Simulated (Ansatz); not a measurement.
# Au (Fm-3m): phonon-mediated transition temperature, part 2 of 2

Each step names its level of theory.

So far, coupling constant λ: step 2 (electron–phonon run: finite displacements) 0.199. Also log mean phonon energy ħω_log (meV): step 2 8.16.

**3. Coupling and resistivity: r2SCAN at its own relaxed cell**

The functional sets the lattice constant, the bands and the force constants.

This step: DFT r2SCAN, scalar-relativistic, plane waves, PAW (Ansatz 0.2.0).

Contents of input.yaml:

```yaml
crystal:
  lattice:
    - [0.0, 2.0632885754, 2.0632885754]
    - [2.0632885754, 0.0, 2.0632885754]
    - [2.0632885754, 2.0632885754, 0.0]
  atoms:
    - { symbol: Au, position: [0.0, 0.0, 0.0] }
kpoints:
  mp_grid: { grid: [9, 9, 9] }
hamiltonian:
  xc: r2scan
scf:
  occupations: { method: methfessel_paxton, width: 0.2 }
output:
  eigenvalues: true
phonons:
  method: dfpt
  qmesh: [3, 3, 3]
  temperatures: { t_max: 1000, t_step: 50 }
  qpath:
    path:
      - [[0.0, 0.0, 0.0], [0.5, 0.0, 0.5], [0.625, 0.25, 0.625]]
      - [[0.375, 0.375, 0.75], [0.0, 0.0, 0.0], [0.5, 0.5, 0.5], [0.5, 0.25, 0.75], [0.5, 0.0, 0.5]]
    npoints: 10
  electrical_resistivity:
    mesh: [16, 16, 16]
    temperatures: [20.0, 50.0, 80.0, 100.0, 150.0, 200.0, 273.0, 300.0, 400.0, 500.0, 600.0, 800.0]
  superconductivity: { mesh: [16, 16, 16], eliashberg_equations: false }
```

Started as:

```bash
$ ansatz run input.yaml --threads 4 --pin off --max-ram 10240MiB --backend cpu --events-out ev --progress --plain --runs-dir out
```

Numbers of over 12 decimals in the logs are rounded to 6 here.

The program printed:

```text
[...]
Crystal: 1 atoms, lattice volume = 17.567 Å³
Basis set: ecut = 500 eV, 459 PW (Γ), exchange–correlation on 120×120×120 points (125 copies of the dense FFT grid, shifted against one another)
Bands: 14, of which v1, the nominal top of the filled ones, is band 10 counted from 1 (9 counted from 0)
Symmetry: 48 space group operations
k-points: 75 of 729 (irreducible under 8 space group operations, time reversal used)
[...]
SCF iter   1: F=—  HF=-13163.542024 eV  |F-HF|=—  |Δ(HF+E_count)|=         —  Δρ=1.46e-2  dr2=3.90e-2  dr2_τ=2.95e-3  ethr=1.77e-3  ⟨swp⟩=4.3  Hψ=5234  notcnv=0
[...]
SCF iter   7: F=-13163.534465 eV  HF=-13163.534465 eV  |F-HF|=1.82e-12  |Δ(HF+E_count)|=  9.20e-10  S|Δr|=    0.00e0  Δρ=2.49e-7  dr2=8.20e-12  dr2_τ=1.40e-12  ethr=1.00e-12  ⟨swp⟩=5.2  Hψ=5286  notcnv=0
SCF 1 converged in 7 iterations: F = -13163.534465 eV  dr2 = 8.20e-12
[...]
DFPT response loops at Γ: preconditioner auto → Kerker (q_TF=auto, 2.764 Å⁻¹) (partly filled bands, converged f_vac=0.000); β = 1.00, the filter's whole step (`scf.mixing.beta` (0.50) is not read by the response loops under this deck's `scf.mixing.preconditioner`; to damp them name `kerker` or `kerker_dos`, under which they read `scf.mixing.beta`, and type it under 1.00, their step now; both keys bind the ground state too); Broyden in place of MSR1
NSCF: frozen V_eff on 35 k-points
[...]
k-points: 35 of 729
SCF iter   1: F=—  HF=-13163.542036 eV  |F-HF|=—  |Δ(HF+E_count)|=         —  Δρ=1.46e-2  dr2=3.91e-2  dr2_τ=2.95e-3  ethr=1.77e-3  ⟨swp⟩=4.3  Hψ=2430  notcnv=0
[...]
SCF iter   7: F=-13163.534465 eV  HF=-13163.534465 eV  |F-HF|=1.27e-11  |Δ(HF+E_count)|=  9.60e-10  S|Δr|=    0.00e0  Δρ=2.51e-7  dr2=8.38e-12  dr2_τ=1.47e-12  ethr=1.00e-12  ⟨swp⟩=1.6  Hψ=1496  notcnv=0
SCF 2 converged in 7 iterations: F = -13163.534465 eV  dr2 = 8.38e-12
[...]
SCF converged after 7 iterations
[...]
Free energy (F): -13163.534465 eV
[...]
Internal energy: -13163.534949 eV  (E = F + TS)
E sigma→0 (E₀):  -13163.534586 eV
Entropy (-TS):   0.000484 eV (0.484 meV/atom)
Fermi energy:    19.909417 eV
[...]
--- Band table (eV; the first three rows and the last of 75) ---
  k-point 0: bands = [... 6 lower, 14.8685, 14.8685, 16.3201, 16.3201, 34.8376, 38.7778, 38.7778, 38.7778]
  k-point 1: bands = [... 6 lower, 15.0016, 15.0016, 16.2719, 16.2719, 35.2095, 36.5892, 39.2420, 39.2420]
  k-point 2: bands = [... 6 lower, 15.1516, 15.1516, 16.3887, 16.3887, 32.2747, 36.0067, 40.0683, 40.0683]
  k-point 74: bands = [... 6 lower, 14.6797, 16.3063, 17.6928, 23.2851, 26.2604, 27.1359, 30.0934, 42.1067]
--- Phonons (Γ-DFPT): 1 representative perturbation + reference, on 75 of 729 k-points (Σ response iterations 9) ---
  k mesh reduced under 8 symmetry operations, with k and −k counted as one. Each operation leaves every solved perturbation unchanged. A smaller set is not considered because the functional reads the kinetic-energy density
  ASR residual: 1.025e-4 → 0.000e0 eV/Å²; symmetrization residual: 2.302e-20 eV/Å²
  ASR residual per site (eV/Å²): 1.02e-4
  Γ frequencies (cm⁻¹): 0.00 0.00 0.00
--- Phonons (arbitrary-q DFPT): 4 irreducible q on the 3×3×3 mesh ---
  q = [0.0000, 0.0000, 0.0000] (star 1, of the zone-centre solve; hermiticity 2.24e-16, symmetrization 5.29e-16): 0.00 0.00 0.00
  q = [0.0000, 0.0000, 0.3333] (star 8, 1 solved perturbation on 405 of 729 k-point pairs; hermiticity 3.53e-13, symmetrization 1.40e-12): 44.64 44.64 121.10
  q = [0.0000, 0.3333, 0.3333] (star 6, 2 solved perturbations in 360 linear systems a pass and spin channel, the states on 225 of 729 k-point pairs; hermiticity 4.90e-14, symmetrization 1.34e-13): 64.54 64.54 123.26
[...]
sum rule: each row above includes the acoustic sum rule's correction from the zone centre's row sums; it moved no ω² by more than (0.38 cm⁻¹)²
  mesh force constants: q→R imaginary residual 0.00e0; ASR residual 1.025e-4 → 0.000e0 eV/Å²; symmetrization residual 2.665e-15 eV/Å²
  interpolated dispersion: 62 rows × 3 modes
[...]
--- Electrical resistivity: potentials and phonons of a 3×3×3 supercell ---
[...]
at the Fermi level of each mesh (of a tensor a third of its trace):
[...]
16×16×16                     0.1358              9.1241    0.2087    0.2078           8.418
          8×8×8                     0.1381              9.2460    0.2157    0.2203           8.365
          4×4×4                     0.1579              9.5897    0.2414    0.2566           8.274
  resistivity on the deck's mesh, µΩ·cm:
[...]
20.00     2.5594e-2              no     2.5594e-2     2.5594e-2     2.5594e-2       4.2576e-2         3.0712e-2
     50.00     3.1062e-1              no     3.1062e-1     3.1062e-1     3.1062e-1       3.5016e-1         3.1037e-1
     80.00     6.4628e-1              no     6.4628e-1     6.4628e-1     6.4628e-1       6.9015e-1         6.5173e-1
    100.00     8.6010e-1             yes     8.6010e-1     8.6010e-1     8.6010e-1       9.0952e-1         8.7087e-1
    150.00      1.3724e0             yes      1.3724e0      1.3724e0      1.3724e0        1.4407e0          1.3956e0
    200.00      1.8698e0             yes      1.8698e0      1.8698e0      1.8698e0        1.9593e0          1.9042e0
    273.00      2.5858e0             yes      2.5858e0      2.5858e0      2.5858e0        2.7076e0          2.6353e0
    300.00      2.8492e0             yes      2.8492e0      2.8492e0      2.8492e0        2.9832e0          2.9041e0
    400.00      3.8222e0             yes      3.8222e0      3.8222e0      3.8222e0        4.0018e0          3.8963e0
    500.00      4.7944e0             yes      4.7944e0      4.7944e0      4.7944e0        5.0207e0          4.8867e0
    600.00      5.7677e0             yes      5.7677e0      5.7677e0      5.7677e0        6.0422e0          5.8774e0
    800.00      7.7198e0             yes      7.7198e0      7.7198e0      7.7198e0        8.0962e0          7.8621e0
[...]
vibrations of 27 cells: unjudged by the run; compare a larger repeat
[...]
--- Superconductivity: potentials and phonons of a 3×3×3 supercell ---
[...]
mesh         λ    ħω_log (meV)  μ* declared at (meV)
       16×16×16    0.2087           8.418                9.960
          8×8×8    0.2157           8.365                9.829
          4×4×4    0.2414           8.274                9.692
  λ by the species' shares of the modes' patterns: Au 0.2087
[...]
0.08      0.002         0.002             -             -             -             -              -
      0.10      0.000         0.000             -             -             -             -              -
      0.12      0.000         0.000             -             -             -             -              -
      0.13      0.000         0.000             -             -             -             -              -
      0.14      0.000         0.000             -             -             -             -              -
      0.16      0.000         0.000             -             -             -             -              -
      0.20          -             -             -             -             -             -              -
[...]
vibrations of 27 cells: unjudged by the run; compare a larger repeat
[...]
```

Run time: 2.2 min. Hardware: 4 threads of Arm Neoverse V1, shared host; peak memory 3.2 GiB.

This step gave:

```
volume per atom                                   : 17.57 Å³
zero point energy                                 : 0.01552 eV/cell
highest frequency, solved or plainly interpolated : 139.5 cm⁻¹
Debye temperature (second moment)                 : 165 K
resistivity at 300 K                              : 2.849 μΩ cm
coupling constant λ                               : 0.2087
density of states at the Fermi level              : 0.1358 states/eV a spin and cell
log mean phonon energy ħω_log                     : 8.418 meV
transport coupling constant λ_tr                  : 0.2078, 0.2078, 0.2078 (xx, yy, zz)
Drude plasma energy                               : 9.124, 9.124, 9.124 eV (xx, yy, zz)
resistivity times mean free path                  : 8.515, 8.515, 8.515 × 10⁻¹⁶ Ω m² (xx, yy, zz)
second-moment phonon energy ħω₂                   : 9.96 meV
coupling λ by branch                              : 0.0779, 0.0875, 0.0433 (branches by rank of frequency)
```

An empty cell: under 1 mK by a formula, or no transition down to the floor of the Eliashberg search. Transition temperatures:

| μ* | McMillan Tc (K) | Allen–Dynes Tc (K) |
| --- | --- | --- |
| 0.08 | 0.00198 | 0.00199 |
| 0.1 | - | - |
| 0.12 | - | - |
| 0.13 | - | - |
| 0.14 | - | - |
| 0.16 | - | - |
| 0.2 | - | - |

**4. Electron–phonon run: spin–orbit coupling**

Spin–orbit coupling splits bands near the Fermi level of heavy elements; the run uses the base functional.

This step: DFT PBE, spin-orbit coupling, plane waves, PAW (Ansatz 0.2.0).

input.yaml, the sections that differ from step 3:

```yaml
crystal:
  lattice:
    - [0.0, 2.0796649828, 2.0796649828]
    - [2.0796649828, 0.0, 2.0796649828]
    - [2.0796649828, 2.0796649828, 0.0]
  atoms:
    - { symbol: Au, position: [0.0, 0.0, 0.0] }
hamiltonian:
  xc: pbe
  pseudopotentials: { kind: paw_fr }
magnetization:
  noncollinear: true
  spin_orbit: true
# kpoints, scf, output, phonons: as in step 3
```

The program printed:

```text
[...]
non-collinear run that drives no moment, with spin-orbit: no starting moment large enough to seed its density (crystal.atoms[].spin), no starting occupations that ask for one, no magnetisation constraint and no magnetic field, so the semilocal B_xc is pinned to zero
Crystal: 1 atoms, lattice volume = 17.989 Å³
Basis set: ecut = 420 eV, 339 PW (Γ), exchange–correlation on 40×40×40 points (8 copies of the dense FFT grid, shifted against one another)
Bands: 28, of which v1, the nominal top of the filled ones, is band 19 counted from 1 (18 counted from 0)
Symmetry: 48 space group operations + 48 with time reversal
k-points: 35 of 729
Projection manifold: j_resolved (fully-relativistic pseudo-atomic orbitals)
[...]
SCF iter   1: F=—  HF=-13187.091145 eV  |F-HF|=—  |Δ(HF+E_count)|=         —  Δρ=6.72e-2  dr2=9.24e-1  dr2_m=0.00e0 (ungated)  ethr=3.10e-3  |M|=0.00e0 ∫|m|=0.00e0 μB  |m|>n=0.0e0 m-floor=0.0e0 τ_xc=0.0e0  β_m=0.30  ⟨swp⟩=7.3  Hψ=2343  notcnv=0  defer=12
[...]
SCF iter   7: F=-13186.826120 eV  HF=-13186.826120 eV  |F-HF|=1.82e-12  |Δ(HF+E_count)|=  6.51e-10  S|Δr|=    0.00e0  Δρ=2.12e-7  dr2=2.00e-12  dr2_m=0.00e0 (ungated)  ethr=1.00e-12  |M|=0.00e0 ∫|m|=0.00e0 μB  |m|>n=0.0e0 m-floor=0.0e0 τ_xc=0.0e0  ⟨swp⟩=10.6  Hψ=2586  notcnv=0
SCF 1 converged in 7 iterations: F = -13186.826120 eV  dr2 = 2.00e-12
[...]
DFPT response loops at q = (0, 0, 0) (fractional): preconditioner auto → Kerker (q_TF=auto, 2.753 Å⁻¹) (partly filled bands, converged f_vac=0.000); β = 1.00, the filter's whole step (`scf.mixing.beta` (0.30) is not read by the response loops under this deck's `scf.mixing.preconditioner`; to damp them name `kerker` or `kerker_dos`, under which they read `scf.mixing.beta`, and type it under 1.00, their step now; both keys bind the ground state too); Broyden in place of MSR1
[...]
Projection manifold: j_resolved (fully-relativistic pseudo-atomic orbitals)
SCF iter   1: F=—  HF=-13187.091145 eV  |F-HF|=—  |Δ(HF+E_count)|=         —  Δρ=6.72e-2  dr2=9.24e-1  dr2_m=0.00e0 (ungated)  ethr=3.10e-3  |M|=0.00e0 ∫|m|=0.00e0 μB  |m|>n=0.0e0 m-floor=0.0e0 τ_xc=0.0e0  β_m=0.30  ⟨swp⟩=7.3  Hψ=2343  notcnv=0  defer=12
[...]
SCF iter   7: F=-13186.826120 eV  HF=-13186.826120 eV  |F-HF|=0.00e0  |Δ(HF+E_count)|=  6.64e-10  S|Δr|=    0.00e0  Δρ=2.12e-7  dr2=2.02e-12  dr2_m=0.00e0 (ungated)  ethr=1.00e-12  |M|=0.00e0 ∫|m|=0.00e0 μB  |m|>n=0.0e0 m-floor=0.0e0 τ_xc=0.0e0  ⟨swp⟩=3.8  Hψ=1368  notcnv=0
SCF 2 converged in 7 iterations: F = -13186.826120 eV  dr2 = 2.02e-12
[...]
SCF converged after 7 iterations
[...]
Magnetization: |M| = 0.0000 μB,  M = (+0.0000, +0.0000, +0.0000) μB
Absolute magnetization: 0.0000 μB (∫|m|)
  site 0: m = (+0.0000, +0.0000, +0.0000) μB, |m| = 0.0000 μB  (R = 1.21 Å)
Free energy (F): -13186.826120 eV
[...]
Internal energy: -13186.827727 eV  (E = F + TS)
E sigma→0 (E₀):  -13186.826522 eV
Entropy (-TS):   0.001607 eV (1.607 meV/atom)
Fermi energy:    19.155936 eV
[...]
--- Band table (eV; the first three rows and the last of 35) ---
  k-point 0: bands = [... 15 lower, 15.3704, 16.4595, 16.4595, 16.4595, 16.4595, 33.7334, 33.7334, 36.4666, ... 5 higher]
  k-point 1: bands = [... 15 lower, 15.4402, 16.3433, 16.3433, 16.4965, 16.4965, 34.0243, 34.0243, 35.0330, ... 5 higher]
  k-point 2: bands = [... 15 lower, 15.6392, 16.2195, 16.2195, 16.7238, 16.7238, 30.8971, 30.8971, 34.7917, ... 5 higher]
  k-point 34: bands = [... 15 lower, 16.3177, 17.5301, 17.5301, 22.5384, 22.5384, 25.0950, 25.0950, 26.3075, ... 5 higher]
--- Phonons (Γ-DFPT): 1 representative perturbation + reference (Σ response iterations 4) ---
  ASR residual: 7.683e-5 → 0.000e0 eV/Å²; symmetrization residual: 3.335e-12 eV/Å²
  ASR residual per site (eV/Å²): 7.68e-5
  Γ frequencies (cm⁻¹): 0.00 0.00 0.00
--- Phonons (arbitrary-q DFPT): 4 irreducible q on the 3×3×3 mesh ---
[...]
interpolated dispersion: 62 rows × 3 modes
[...]
--- Electrical resistivity: potentials and phonons of a 3×3×3 supercell ---
[...]
at the Fermi level of each mesh (of a tensor a third of its trace):
[...]
16×16×16                     0.1571              8.4430    0.2226    0.2245           7.835
          8×8×8                     0.1596              8.5663    0.2272    0.2407           7.832
          4×4×4                     0.1807              9.0940    0.2662    0.2915           7.728
  resistivity on the deck's mesh, µΩ·cm:
[...]
20.00     3.8792e-2              no     3.8792e-2     3.8792e-2     3.8792e-2       6.2529e-2         4.4997e-2
     50.00     4.1020e-1              no     4.1020e-1     4.1020e-1     4.1020e-1       4.5992e-1         4.0729e-1
     80.00     8.2595e-1              no     8.2595e-1     8.2595e-1     8.2595e-1       8.8463e-1         8.2751e-1
    100.00      1.0899e0              no      1.0899e0      1.0899e0      1.0899e0        1.1580e0          1.0959e0
    150.00      1.7236e0              no      1.7236e0      1.7236e0      1.7236e0        1.8209e0          1.7395e0
    200.00      2.3402e0              no      2.3402e0      2.3402e0      2.3402e0        2.4693e0          2.3649e0
    273.00      3.2293e0              no      3.2293e0      3.2293e0      3.2293e0        3.4063e0          3.2656e0
    300.00      3.5566e0              no      3.5566e0      3.5566e0      3.5566e0        3.7517e0          3.5970e0
    400.00      4.7668e0              no      4.7668e0      4.7668e0      4.7668e0        5.0300e0          4.8218e0
    500.00      5.9771e0              no      5.9771e0      5.9771e0      5.9771e0        6.3106e0          6.0458e0
    600.00      7.1894e0              no      7.1894e0      7.1894e0      7.1894e0        7.5960e0          7.2711e0
    800.00      9.6226e0             yes      9.6226e0      9.6226e0      9.6226e0        1.0186e1          9.7286e0
[...]
vibrations of 27 cells: unjudged by the run; compare a larger repeat
[...]
--- Superconductivity: potentials and phonons of a 3×3×3 supercell ---
  pairing by harmonic phonons, in the closed forms alone; spin fluctuations are left out
           mesh         λ    ħω_log (meV)  μ* declared at (meV)
       16×16×16    0.2226           7.835                9.318
          8×8×8    0.2272           7.832                9.226
          4×4×4    0.2662           7.728                9.102
  λ by the species' shares of the modes' patterns: Au 0.2226
[...]
0.08      0.005         0.005             -             -             -             -              -
      0.10      0.001         0.001             -             -             -             -              -
      0.12      0.000         0.000             -             -             -             -              -
      0.13      0.000         0.000             -             -             -             -              -
      0.14      0.000         0.000             -             -             -             -              -
      0.16      0.000         0.000             -             -             -             -              -
      0.20          -             -             -             -             -             -              -
[...]
vibrations of 27 cells: unjudged by the run; compare a larger repeat
[...]
```

Run time: 4.2 min. Hardware: 4 threads; peak memory 7.1 GiB.

This step gave:

- volume per atom: 17.99 Å³
- zero point energy: 0.01469 eV/cell
- highest frequency, solved or plainly interpolated: 132.5 cm⁻¹
- Debye temperature (second moment): 156 K
- resistivity at 300 K: 3.557 μΩ cm
- coupling constant λ: 0.2226
- density of states at the Fermi level: 0.1571 states/eV a spin and cell
- log mean phonon energy ħω_log: 7.835 meV
- transport coupling constant λ_tr: 0.2245, 0.2245, 0.2245 (xx, yy, zz)
- Drude plasma energy: 8.443, 8.443, 8.443 eV (xx, yy, zz)
- resistivity times mean free path: 8.659, 8.659, 8.659 × 10⁻¹⁶ Ω m² (xx, yy, zz)
- second-moment phonon energy ħω₂: 9.318 meV
- coupling λ by branch: 0.0876, 0.0931, 0.0419 (branches by rank of frequency)

An empty cell: under 1 mK by a formula, or no transition down to the floor of the Eliashberg search. Transition temperatures:

```
  μ*  McMillan Tc (K)  Allen–Dynes Tc (K)
0.08          0.00481             0.00484
 0.1                -                   -
0.12                -                   -
0.13                -                   -
0.14                -                   -
0.16                -                   -
 0.2                -                   -
```

The Eliashberg function α²F by phonon energy; read off at these points:

```csv
phonon energy (meV),α²F,α²F tr
1.0,0.00152,2.2e-4
2.0,0.00533,0.00194
3.0,0.00927,0.00683
4.0,0.0158,0.0155
5.0,0.0262,0.0294
6.0,0.0527,0.0656
7.0,0.112,0.141
8.0,0.157,0.186
8.5,0.167,0.188
9.0,0.103,0.117
10.0,0.0833,0.0734
11.0,0.0737,0.0555
12.0,0.0583,0.0404
13.0,0.0160,0.0121
14.0,0.0970,0.0696
14.3,0.130,0.0955
15.0,0.114,0.0959
16.0,0.0309,0.0276
```

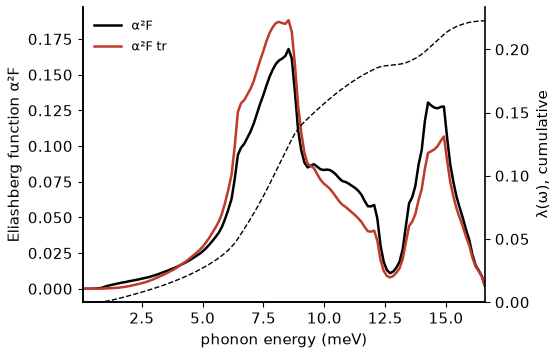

Eliashberg function α²F against phonon energy. The dashed line is the running λ.

**5. Outcome**

* meshes: q 3×3×3, k 9×9×9, scattering 16×16×16
* coupling constant λ: 0.223
* log mean phonon energy ħω_log: 7.83 meV

**Reading.** In the last run (PBE, spin–orbit coupling, q 3×3×3, k 9×9×9, scattering 16×16×16), with λ = 0.22 and ħω_log = 7.83 meV, Tc at μ* = 0.13 is under 1 mK by the formulas. Wikipedia's list of superconducting elements holds no transition of Au at normal pressure, in line with the calculation. In that run Allen and Dynes's formula gives no transition above 0.05 K at μ* = 0.10 or more. By the run's own test λ is not converged in the fine mesh: it moves by 2 % between the two finest, and by up to 4 % in the other runs. The run's transport test calls it not converged in the mesh; ρ(300 K) moves by 2 % in the component that moves most. These meshes are coarse. Over the runs, λ takes the values 0.199, 0.209 and 0.223, in the order shown. μ* is a typed number, phonons are harmonic, and spin fluctuations are left out; with λ this near or under μ*(1 + 0.62 λ), the formulas give Tc only to its order of magnitude, or none.

[Logs are printed without paths, hosts, clocks, repeated set-up lines and the standing remarks that a program may print on its own settings, such as how far it seeks lower states.]

[Hosts, paths, dates, database ids (printed as entryN), source tags and the programs' standing remarks are cut or masked in the printed files.]
